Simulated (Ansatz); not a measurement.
The calculation's input:

```
crystal:
  periodic: [false, false, false]
  atoms:
    - { symbol: Ge, position_ang: [0.0, 0.0, 0.0] }
    - { symbol: H, position_ang: [0.0, 0.0, 1.9] }
    - { symbol: H, position_ang: [1.4616, 0.0, -0.5162] }
    - { symbol: H, position_ang: [-0.73, 1.2648, -0.5162] }
    - { symbol: H, position_ang: [-0.73, -1.2648, -0.5162] }
    - { symbol: "N", position_ang: [-2.0973, 0.0, 0.6969] }
    - { symbol: H, position_ang: [-2.8173, -0.6071, 0.2106] }
    - { symbol: C, position_ang: [-2.4937, 0.842, 1.8348] }
    - { symbol: H, position_ang: [-3.0014, 0.2171, 2.5989] }
    - { symbol: H, position_ang: [-1.5918, 1.3108, 2.2808] }
    - { symbol: H, position_ang: [-3.1876, 1.6347, 1.4852] }
    - { symbol: H, position_ang: [-1.0245, 0.0, 1.831] }
basis:
  gaussian: { orbitals: def2-mTZVP }
hamiltonian:
  xc: pbe0
relax:
  f_tol: 0.15
  max_steps: 25
  restrain:
    - { distance: [0, 5], at: 1.91, k: 30.0 }
    - { distance: [11, 1], at: 0.66, k: 30.0 }
    - { distance: [0, 1], at: 2.75, k: 30.0 }
    - { distance: [11, 5], at: 2.26, k: 30.0 }
output:
  orbitals: {}
```

Launched as:

```sh
ansatz run input.yaml --threads 2 --pin off --max-ram 3072MiB --backend cpu --events-out ev --progress --plain --runs-dir out
```

The fields are those of the run's last geometry, not of the input's.

Not at a stationary point (largest force 1.5 eV/Å).

All numbers below come from Ansatz 0.2.0, RKS PBE0/def2-mTZVP.

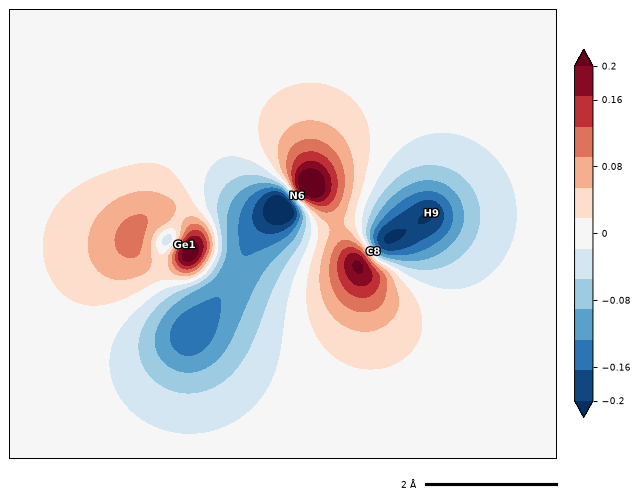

CH₇GeN···H₂. The HOMO−1 on the plane of atoms Ge1, N6 and C8 (values in Å⁻³ᐟ²; the overall sign is arbitrary).

> What is the character of this orbital?

It lies mainly on Ge1 (about 35 %), H3 (about 30 %) and H4 (about 10 %). Its energy is −9.33 eV.
